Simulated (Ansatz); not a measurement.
# How Cr(100) screens a field, part 2 of 3

Where does the screening charge of Cr(100) sit?

Ansatz 0.2.0; plane-wave DFT, LDA, Ansatz PAW.

So far. Step 4 (Single point, field -0.05 V/Å): The dipole is -0.0285 e·Å.

## 5. Atoms held, field 0.1 V/Å

File input.yaml:

```yaml
crystal:
  lattice:
    - [2.88, 0.0, 0.0]
    - [0.0, 2.88, 0.0]
    - [0.0, 0.0, 26.64]
  atoms:
    - { symbol: Cr, position: [0.0, 0.0, 0.3378378378], spin: 2.0 }
    - { symbol: Cr, position: [0.5, 0.5, 0.3918918919], spin: -2.0 }
    - { symbol: Cr, position: [0.0, 0.0, 0.4459459459], spin: 2.0 }
    - { symbol: Cr, position: [0.5, 0.5, 0.5], spin: -2.0 }
    - { symbol: Cr, position: [0.0, 0.0, 0.5540540541], spin: 2.0 }
    - { symbol: Cr, position: [0.5, 0.5, 0.6081081081], spin: -2.0 }
    - { symbol: Cr, position: [0.0, 0.0, 0.6621621622], spin: 2.0 }
magnetization:
  spin_polarized: true
kpoints:
  mp_grid: { grid: [18, 18, 1] }
hamiltonian:
  xc: lda
scf:
  occupations: { method: fermi_dirac, width: 0.1 }
  convergence: { dr2_threshold: 1.0e-10 }
efield:
  axis: 3
  dipole_correction: true
  ramp_position: 0.97
  ramp_width: 0.06
  amplitude: 0.1
output:
  forces: true
  write_potential: true
  write_density: true
  volumetric_format: npy
```

Started as:

```console
$ ansatz run input.yaml --threads 4 --pin off --max-ram 6144MiB --backend cpu --events-out ev --progress --plain --runs-dir out
```

Numbers of over 12 decimals in the logs are rounded to 6 here.

What it wrote:

```text
[...]
Crystal: 7 atoms, lattice volume = 220.963 Å³
Basis set: ecut = 420 eV, 4301 PW (Γ)
Bands: 68, of which v1, the nominal top of the filled ones, is band 49 counted from 1 (48 counted from 0)
Symmetry: 8 space group operations
k-points: 55 of 324
[...]
Starting moments: Σ|m| = 14 μB on 7 of 7 sites
[...]
k-point 1 ↑: bands = [... 45 lower, 4.1103, 4.2537, 4.5176, 4.6157, 4.8782, 4.9694, 5.1247, 5.2199, ... 15 higher]
  k-point 2 ↑: bands = [... 45 lower, 4.3134, 4.3247, 4.4230, 4.7485, 4.8751, 4.9374, 5.2441, 5.3420, ... 15 higher]
  k-point 54 ↓: bands = [... 45 lower, 4.2352, 4.2352, 4.7786, 4.8135, 5.3012, 5.3035, 5.6750, 5.7229, ... 15 higher]
[key lines of the parts left out:]
SCF converged after 28 iterations
Magnetization: -3.8914 μB (47.0543 up, 50.9457 down)
Free energy (F): -23256.682790 eV
Fermi energy:    4.571142 eV
Dipole field:    D = 0.046702 V/Å  (p = 0.057028 e·Å, saw-weighted, corrected)
```

It took 2.8 min on 4 threads of Arm Neoverse V1, shared host; peak memory 1.4 GiB.

The dipole is 0.0570 e·Å.

## 6. Single point, field -0.1 V/Å

Edit input.yaml of step 5 so:

```diff
@@ -27,3 +27,3 @@
   ramp_width: 0.06
-  amplitude: 0.1
+  amplitude: -0.1
 output:
```

What it wrote:

```text
[...]
Crystal: 7 atoms, lattice volume = 220.963 Å³
Basis set: ecut = 420 eV, 4301 PW (Γ)
Bands: 68, of which v1, the nominal top of the filled ones, is band 49 counted from 1 (48 counted from 0)
Symmetry: 8 space group operations
k-points: 55 of 324
[...]
Starting moments: Σ|m| = 14 μB on 7 of 7 sites
[...]
k-point 1 ↑: bands = [... 45 lower, 4.1104, 4.2537, 4.5176, 4.6157, 4.8782, 4.9694, 5.1247, 5.2199, ... 15 higher]
  k-point 2 ↑: bands = [... 45 lower, 4.3134, 4.3247, 4.4230, 4.7485, 4.8751, 4.9374, 5.2441, 5.3420, ... 15 higher]
  k-point 54 ↓: bands = [... 45 lower, 4.2353, 4.2353, 4.7786, 4.8135, 5.3012, 5.3035, 5.6750, 5.7229, ... 15 higher]
[key lines of the parts left out:]
SCF converged after 21 iterations
Magnetization: -3.8914 μB (47.0543 up, 50.9457 down)
Free energy (F): -23256.682790 eV
Fermi energy:    4.571148 eV
Dipole field:    D = -0.046707 V/Å  (p = -0.057034 e·Å, saw-weighted, corrected)
```

The job ended after 2.2 min (4 threads; peak memory 1.4 GiB).

The dipole is -0.0570 e·Å.

## 7. Atoms held, field 0.2 V/Å

Edit input.yaml of step 6 so:

```diff
@@ -27,3 +27,3 @@
   ramp_width: 0.06
-  amplitude: -0.1
+  amplitude: 0.2
 output:
```

What it wrote:

```text
[...]
Crystal: 7 atoms, lattice volume = 220.963 Å³
Basis set: ecut = 420 eV, 4301 PW (Γ)
Bands: 68, of which v1, the nominal top of the filled ones, is band 49 counted from 1 (48 counted from 0)
Symmetry: 8 space group operations
k-points: 55 of 324
[...]
Starting moments: Σ|m| = 14 μB on 7 of 7 sites
[...]
k-point 1 ↑: bands = [... 45 lower, 4.1070, 4.2504, 4.5143, 4.6124, 4.8619, 4.9717, 5.1266, 5.2166, ... 15 higher]
  k-point 2 ↑: bands = [... 45 lower, 4.3101, 4.3215, 4.4197, 4.7438, 4.8647, 4.9389, 5.2416, 5.3395, ... 15 higher]
  k-point 54 ↓: bands = [... 45 lower, 4.2320, 4.2320, 4.7755, 4.8105, 5.2968, 5.3015, 5.6717, 5.7196, ... 15 higher]
[key lines of the parts left out:]
SCF converged after 30 iterations
Magnetization: -3.8905 μB (47.0548 up, 50.9452 down)
Free energy (F): -23256.691347 eV
Fermi energy:    4.567876 eV
Dipole field:    D = 0.093452 V/Å  (p = 0.114116 e·Å, saw-weighted, corrected)
```

Run time: 2.9 min. Hardware: 4 threads; peak memory 1.4 GiB; 11 min of CPU time.

The dipole is 0.114 e·Å.

## 8. Atoms held, field -0.2 V/Å

Edit input.yaml of step 7 so:

```diff
@@ -27,3 +27,3 @@
   ramp_width: 0.06
-  amplitude: 0.2
+  amplitude: -0.2
 output:
```

What it wrote:

```text
[...]
Crystal: 7 atoms, lattice volume = 220.963 Å³
Basis set: ecut = 420 eV, 4301 PW (Γ)
Bands: 68, of which v1, the nominal top of the filled ones, is band 49 counted from 1 (48 counted from 0)
Symmetry: 8 space group operations
k-points: 55 of 324
[...]
Starting moments: Σ|m| = 14 μB on 7 of 7 sites
[...]
k-point 1 ↑: bands = [... 45 lower, 4.1070, 4.2504, 4.5143, 4.6124, 4.8619, 4.9717, 5.1266, 5.2166, ... 15 higher]
  k-point 2 ↑: bands = [... 45 lower, 4.3101, 4.3215, 4.4197, 4.7438, 4.8647, 4.9389, 5.2416, 5.3395, ... 15 higher]
  k-point 54 ↓: bands = [... 45 lower, 4.2320, 4.2320, 4.7755, 4.8105, 5.2968, 5.3015, 5.6717, 5.7196, ... 15 higher]
[key lines of the parts left out:]
SCF converged after 28 iterations
Magnetization: -3.8905 μB (47.0548 up, 50.9452 down)
Free energy (F): -23256.691347 eV
Fermi energy:    4.567876 eV
Dipole field:    D = -0.093449 V/Å  (p = -0.114112 e·Å, saw-weighted, corrected)
```

The job ended after 2.8 min (4 threads; peak memory 1.4 GiB).

The dipole is -0.114 e·Å.

## 9. Single point, field 0.4 V/Å

Edit input.yaml of step 8 so:

```diff
@@ -27,3 +27,3 @@
   ramp_width: 0.06
-  amplitude: -0.2
+  amplitude: 0.4
 output:
@@ -33 +33,2 @@
   volumetric_format: npy
+  elf: true
```

What it wrote:

```text
[...]
Crystal: 7 atoms, lattice volume = 220.963 Å³
Basis set: ecut = 420 eV, 4301 PW (Γ)
Bands: 68, of which v1, the nominal top of the filled ones, is band 49 counted from 1 (48 counted from 0)
Symmetry: 8 space group operations
k-points: 55 of 324
[...]
Starting moments: Σ|m| = 14 μB on 7 of 7 sites
[...]
k-point 1 ↑: bands = [... 45 lower, 4.0933, 4.2367, 4.5006, 4.5984, 4.8070, 4.9701, 5.1326, 5.2029, ... 15 higher]
  k-point 2 ↑: bands = [... 45 lower, 4.2963, 4.3078, 4.4058, 4.7231, 4.8299, 4.9378, 5.2307, 5.3291, ... 15 higher]
  k-point 54 ↓: bands = [... 45 lower, 4.2186, 4.2186, 4.7628, 4.7978, 5.2810, 5.2904, 5.6580, 5.7059, ... 15 higher]
[key lines of the parts left out:]
SCF converged after 27 iterations
Magnetization: -3.8864 μB (47.0568 up, 50.9432 down)
Free energy (F): -23256.725613 eV
Fermi energy:    4.554253 eV
Dipole field:    D = 0.187264 V/Å  (p = 0.228672 e·Å, saw-weighted, corrected)
```

Run time: 2.9 min. Hardware: 4 threads; peak memory 1.4 GiB.

Running mean over 1.44 Å of the planar mean, with the applied field; the ramp of the sawtooth is left out. Table of electron's electrostatic potential energy less the Fermi level by z:

```csv
z (Å),electron's electrostatic potential energy less the Fermi level (eV)
4,2.82
6,3.52
8,-1.09
10,-9.60
12,-9.60
14,-9.58
16,-9.67
18,-6.79
20,4.03
22,5.03
```

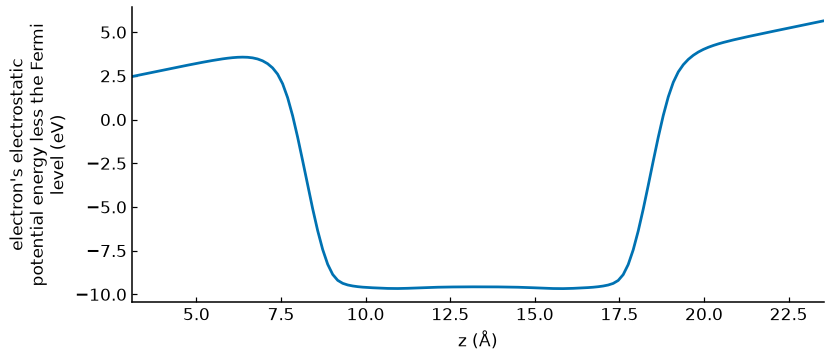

Electron's electrostatic potential energy less the Fermi level against z.

The dipole is 0.229 e·Å.

## 10. The response

This step: plane-wave DFT, LDA, Ansatz PAW; screening of a field by a metal slab (Ansatz 0.2.0).

The dipoles give the slope, and the difference of two potentials shows where the field is screened.

This step gave:

```yaml
equivalent_conductor_thickness_p_eps_0ae: 12.44 Å
distance_between_the_outer_atoms: 8.640 Å
inner_field_over_outer_field: -4.05e-4
image_plane_upper_face: 1.903 Å
induced_electrons_on_the_upper_face_over_eps_0e: -0.9991
image_plane_lower_face: 1.903 Å
induced_electrons_on_the_lower_face_over_eps_0e: 0.9991
```

Table of dipole of the cell by applied field:

```csv
applied field (V/Å),dipole of the cell (e·Å)
-0.200,-0.114
-0.100,-0.0570
-0.050,-0.0285
0.000,0
0.050,0.0285
0.100,0.0570
0.200,0.114
0.400,0.229
```

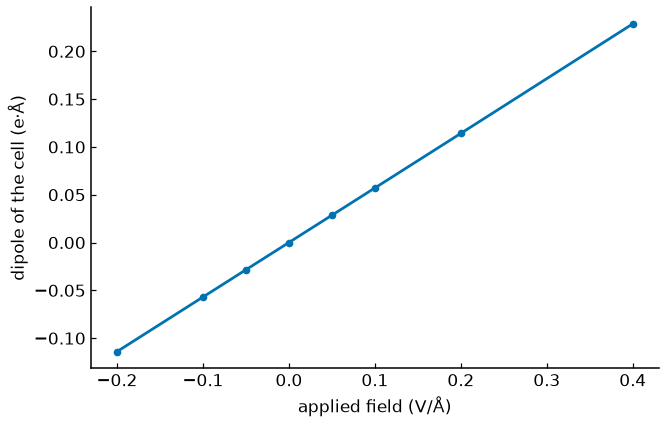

Dipole of the cell, plotted against applied field.

The total moment stays at -3.89 μB for applied field from -0.2 to 0.4 V/Å.

Local field over the applied field, running mean. From the potentials at -0.05 and 0.05 V/Å; running mean over 1.44 Å. Local field over applied field against z:

```csv
z (Å),local field over applied field
5,0.981
6,0.900
7,0.620
8,0.136
9,-0.0333
10,0.00601
11,-0.00400
12,-0.00337
13,-3.2e-4
14,-9.3e-4
15,-0.00506
16,-3.2e-4
17,-5.7e-4
18,-0.0238
19,0.306
20,0.754
21,0.943
22,0.990
```

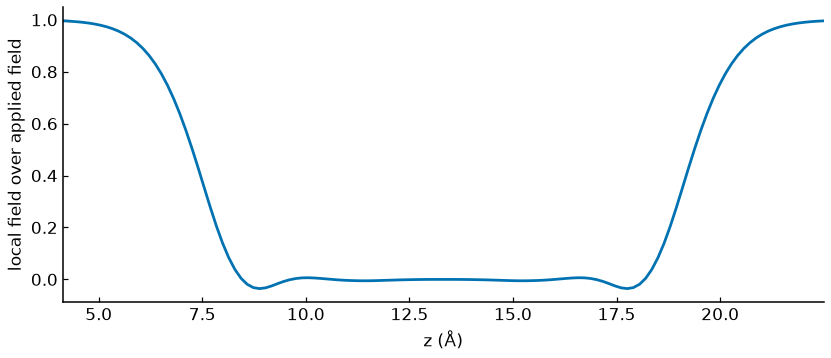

Local field over applied field against z.

Electrons, planar mean, per unit field. The induced electron density by z:

```csv
z (Å),induced electron density (e/Å³ per V/Å)
6,7.3e-4
8,0.00307
10,6.4e-5
12,-2.1e-5
14,4.4e-6
16,-1.4e-4
18,3.7e-4
20,-0.00167
22,-8.0e-5
```

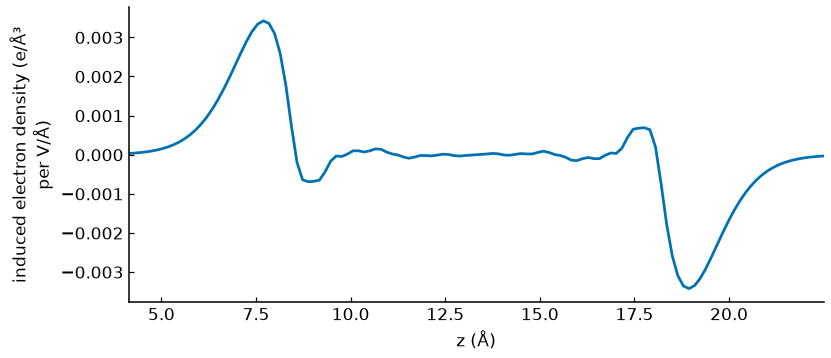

Induced electron density against z.

By hand: between -0.05 and 0.05 V/Å the dipole changes by 0.05702 e·Å, a slope of 0.5702 e·Å²/V. A perfect conductor of thickness t has p = ε₀AEt, so t = 180.95 × 0.5702 / 8.294 = 12.44 Å (e/ε₀ = 180.95 V·Å, A in Å²). Less the 8.64 Å between the outer atoms, and halved, that puts each image plane 1.90 Å out.

The induced dipole is that of a conductor 12.44 Å thick.

## 11. The same run with other settings: efield.ramp_width = 0.04

This step: plane-wave DFT, LDA, Ansatz PAW (Ansatz 0.2.0).

A run with a changed input: it repeats the earlier run at 0.05 V/Å with efield.ramp_width from 0.06 to 0.04.

Edit input.yaml of step 9 so:

```diff
@@ -26,4 +26,4 @@
   ramp_position: 0.97
-  ramp_width: 0.06
-  amplitude: 0.4
+  ramp_width: 0.04
+  amplitude: 0.05
 output:
@@ -33,2 +33 @@
   volumetric_format: npy
-  elf: true
```

What it wrote:

```text
[...]
Crystal: 7 atoms, lattice volume = 220.963 Å³
Basis set: ecut = 420 eV, 4301 PW (Γ)
Bands: 68, of which v1, the nominal top of the filled ones, is band 49 counted from 1 (48 counted from 0)
Symmetry: 8 space group operations
k-points: 55 of 324
[...]
Starting moments: Σ|m| = 14 μB on 7 of 7 sites
[...]
SCF iter   1: F=—  HF=-23276.607343 eV  |F-HF|=—  |Δ(HF+E_count)|=         —  Δρ=1.04e-1 (↑1.04e-1 ↓9.82e-2)  dr2=5.78e1  dr2_m=1.03e1  M=1.669 μB ∫|m|=3.587 μB  β_m=1.00  ethr=3.10e-3  p=0.027 e·Å  D=2.22e-2 V/Å  ΔV_dip=-0.59 eV  dr2_dipole=4.62e-6  V_vac-E_F(+/−)=7.06/6.40 eV  ⟨swp⟩=9.2  Hψ=36602  notcnv=0
[...]
SCF iter  21: F=-23256.680652 eV  HF=-23256.680652 eV  |F-HF|=2.33e-10  |Δ(HF+E_count)|=  8.37e-11  Δρ=4.08e-8 (↑4.08e-8 ↓3.51e-8)  dr2=2.00e-11  dr2_m=1.70e-12  M=-3.892 μB ∫|m|=10.306 μB  ethr=1.00e-12  p=0.029 e·Å  D=2.34e-2 V/Å  ΔV_dip=-0.62 eV  dr2_dipole=6.13e-14  V_vac-E_F(+/−)=4.30/3.68 eV  ⟨swp⟩=4.4  Hψ=26456  notcnv=0
SCF 1 converged in 21 iterations: F = -23256.680652 eV  dr2 = 2.00e-11
[...]
SCF converged after 21 iterations
[...]
Magnetization: -3.8916 μB (47.0542 up, 50.9458 down)
Absolute magnetization: 10.3057 μB (∫|ρ↑−ρ↓|, with the PAW one-centre terms)
[...]
Per-site moments (μB) at R_I (Å): [(-2.337468, 1.028838), (1.115164, 1.028838), (-0.763358, 1.028838), (0.737212, 1.028838), (-0.763453, 1.028838), (1.116611, 1.028838), (-2.337892, 1.028838)]
Free energy (F): -23256.680652 eV
[...]
Internal energy: -23256.490481 eV  (E = F + TS)
E sigma→0 (E₀):  -23256.585566 eV
Entropy (-TS):   -0.190171 eV (-27.167 meV/atom)
Fermi energy:    4.579054 eV
Dipole field:    D = 0.023352 V/Å  (p = 0.028515 e·Å, saw-weighted, corrected)
Work function:   not extracted (applied field tilts the vacuum); planar V_es + V_field profile in the machine report
[...]
--- Forces (eV/Å), atoms counted from 1 ---
  atom   1  Cr    -0.00000000     0.00000000     1.47068711
  atom   2  Cr    -0.00000000     0.00000000    -0.44735820
  atom   3  Cr     0.00000000     0.00000000     0.14289785
  atom   4  Cr    -0.00000000     0.00000000    -0.00000318
  atom   5  Cr     0.00000000     0.00000000    -0.14319183
  atom   6  Cr     0.00000000     0.00000000     0.44683153
  atom   7  Cr     0.00000000     0.00000000    -1.46986330
  max |Σ_I F_I| component: 5.66e-9 eV/Å
--- Band table (eV; the first three rows and the last of 110) ---
  k-point 0 ↑: bands = [... 45 lower, 3.9316, 4.1857, 4.5457, 4.7110, 4.9565, 4.9886, 5.0277, 5.0277, ... 15 higher]
  k-point 1 ↑: bands = [... 45 lower, 4.1183, 4.2616, 4.5255, 4.6237, 4.8897, 4.9756, 5.1312, 5.2278, ... 15 higher]
  k-point 2 ↑: bands = [... 45 lower, 4.3213, 4.3326, 4.4309, 4.7568, 4.8850, 4.9439, 5.2518, 5.3498, ... 15 higher]
  k-point 54 ↓: bands = [... 45 lower, 4.2431, 4.2431, 4.7864, 4.8214, 5.3097, 5.3108, 5.6829, 5.7308, ... 15 higher]
```

It took 2.3 min on 4 threads; peak memory 1.4 GiB.

Numbers from this step:

```yaml
energy_at_zero_smearing: -23256.5856 eV
total_moment: -3.892 μB
site_moments: -2.337, 1.115, -0.7634, 0.7372, -0.7635, 1.117, -2.338 μB
dipole_along_the_normal: 0.02852 e·Å
```

Force by atom:

```csv
atom,x (eV/Å),y (eV/Å),z (eV/Å),size
Cr1,0.00,0.00,1.47,1.47
Cr2,0.00,0.00,-0.45,0.45
Cr3,0.00,0.00,0.14,0.14
Cr4,0.00,0.00,0.00,0.00
Cr5,0.00,0.00,-0.14,0.14
Cr6,0.00,0.00,0.45,0.45
Cr7,0.00,0.00,-1.47,1.47
```

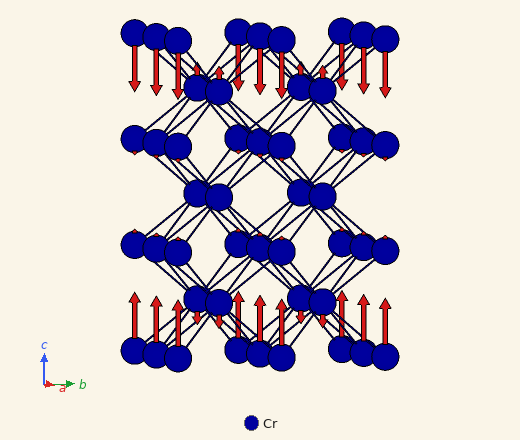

Force as arrows, the longest 1.47 eV/Å. 2×2×1 cells are drawn. Some periodic images of atoms are drawn too.

```csv
quantity,this run,earlier run,difference
dipole along the normal (e·Å),0.02852,0.02851,6.1e-6
total moment (μB),-3.892,-3.892,-2.4e-6
```

Nothing in the table moves by 0.01 in its unit (for the dipole 0.5 % and 5e-5 e·Å). The run took 21 SCF cycles against 28.

[end of part 2 of 3]

[Logs are printed without paths, hosts, clocks, repeated set-up lines and the standing remarks that a program may print on its own settings, such as how far it seeks lower states.]

[Hosts, paths, dates, database ids (printed as entryN), source tags and the programs' standing remarks are cut or masked in the printed files.]

[Maps of the electrostatic potential energy from Ansatz leave out the sawtooth potential of an applied field or a dipole correction, so their vacuum need not be flat; planar profiles and work functions include it.]
